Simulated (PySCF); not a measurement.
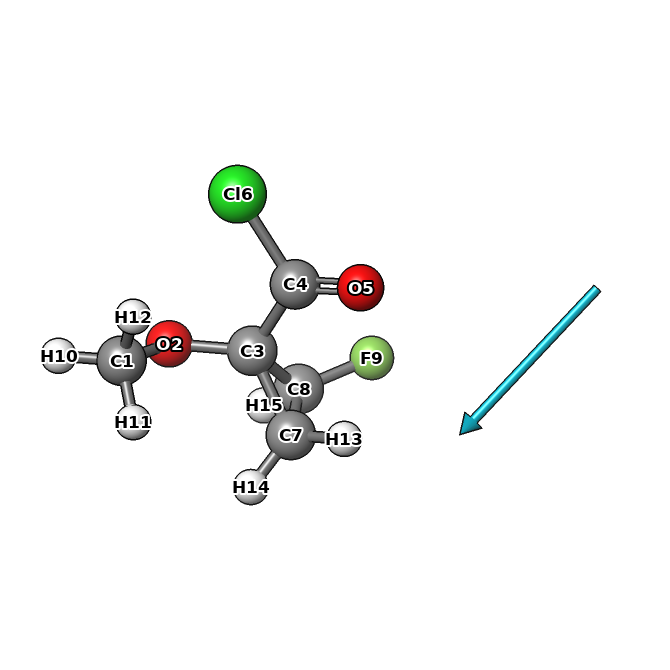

The arrow beside the molecule shows the direction of the dipole moment, from the negative to the positive end (its length means nothing). The computed structure is the end point of a GFN2-xTB optimisation. No frequency run is at hand to confirm it as a minimum. Level of theory: CAM-B3LYP/def2-SVPD, gas phase (PySCF 2.14.0).

**How large is the dipole moment?**

4.11 D; it points from the side of O5 to the side of H10, H11 (the outermost atoms at the two ends).
